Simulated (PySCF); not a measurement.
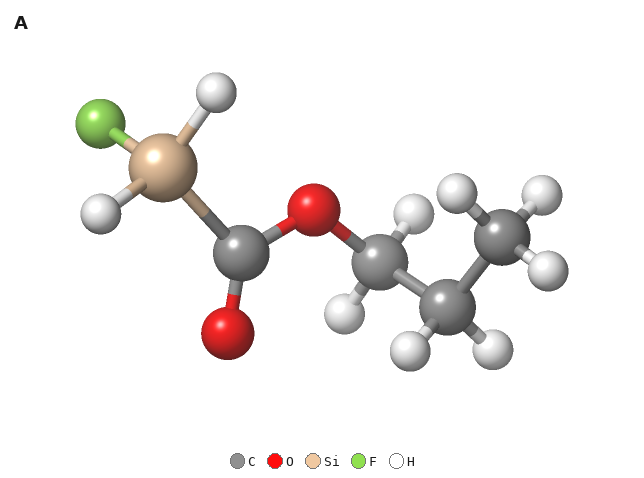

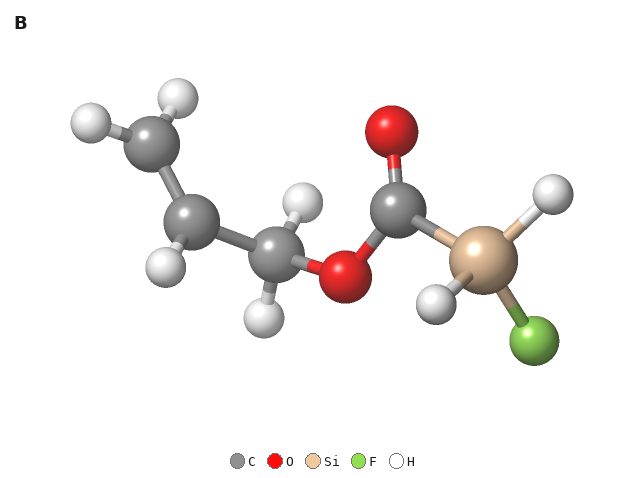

Two related species, optimised with GFN2-xTB; properties computed with PySCF 2.14.0. Both: charge 0, singlet.

Question. What are A and B?

Answer. A is C4H9FO2Si (CCCOC(=O)[SiH2]F), B is C4H7FO2Si (C=CCOC(=O)[SiH2]F).

Compare them. With PBE0/pcSseg-1: dipole moment (D), HOMO–LUMO gap (eV), HOMO energy (Kohn–Sham orbital) (eV), shielding of Si (ppm), Hirshfeld charge of Si (e), IAO charge of Si (e). With CAM-B3LYP/def2-SVPD: lowest vertical singlet excitation (eV), mean static polarisability (bohr³). With GFN2-xTB: mean Si–C length (Å), mean Si–F length (Å), mean Si–H length (Å).

```csv
quantity,A,B
dipole moment (D),2.57,1.77
HOMO–LUMO gap (eV),6.67,6.64
HOMO energy (Kohn–Sham orbital) (eV),−7.88,−7.70
shielding of Si (ppm),362.8,367.6
Hirshfeld charge of Si (e),0.44,0.44
IAO charge of Si (e),1.07,1.07
lowest vertical singlet excitation (eV),4.81,4.88
mean static polarisability (bohr³),79.6,79.4
mean Si–C length (Å),1.920,1.919
mean Si–F length (Å),1.610,1.609
mean Si–H length (Å),1.452,1.452
```

Each is one conformer, and no frequency run is at hand to confirm it as a minimum.

The geometry is semi-empirical. Around Si such bond lengths and angles can be off by a tenth of an ångström or more and by several degrees, and values that hang on the shape move with them.
